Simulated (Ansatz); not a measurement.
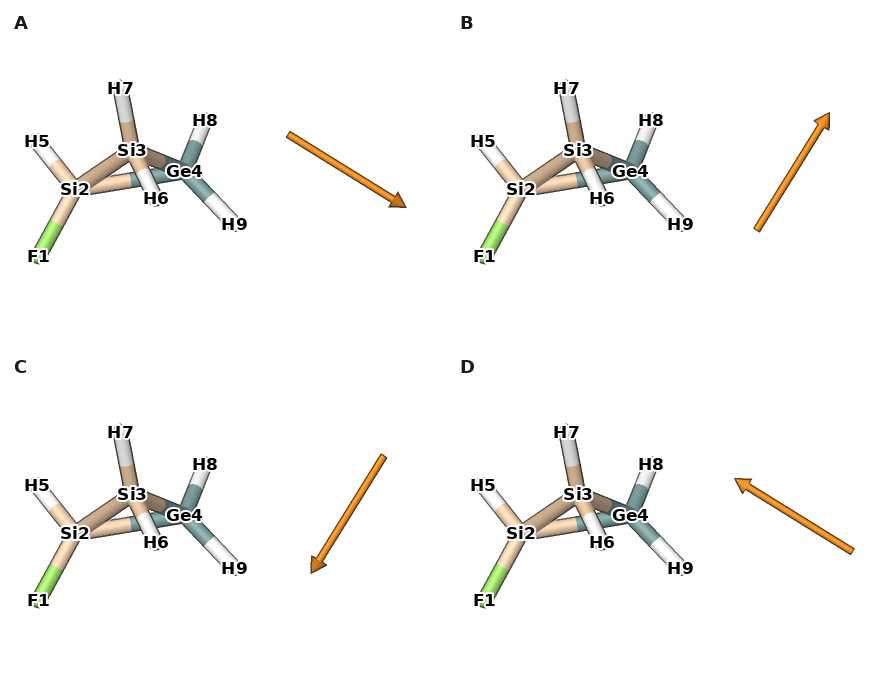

The same molecule four times, each with an arrow. The geometry was computed by an optimisation with PBE0-D4/def2-TZVP. Method: RKS PBE0-D4/def2-TZVP (Ansatz 0.2.0).

**Which arrow points along the dipole moment, from the negative to the positive end?**

B. The dipole moment is 1.23 D; it points from the side of F1 to the side of H7, H8 (the outermost atoms at the two ends).
